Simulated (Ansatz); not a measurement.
The parent structure is GaAs in the zinc blende structure (space group F-43m, No. 216; a = 5.603 Å).

One thing is altered: a hydrostatic pressure of 2.1 GPa.

The values are results of LDA (Ansatz, a first-principles code, PAW, no spin-orbit coupling), not measurements.

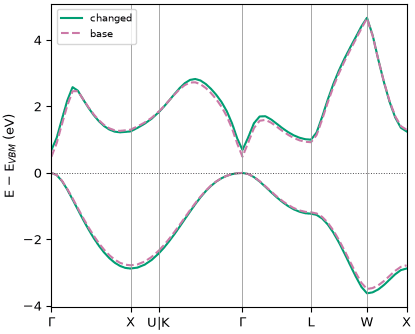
Fig. 1. Highest valence and lowest conduction band along the path, each from its own valence-band maximum

Question: Read the changed gap and its character from the plot.

Answer: About 0.7 eV, direct at Γ.

Load acts through the strain it causes; cell and atoms are relaxed under it. Whether these cells are dynamically stable was not tested. Tetrahedral semiconductors of this kind turn to denser phases somewhere between about 1 and 50 GPa; those were not computed, so compressed cells here can lie past the real transition.
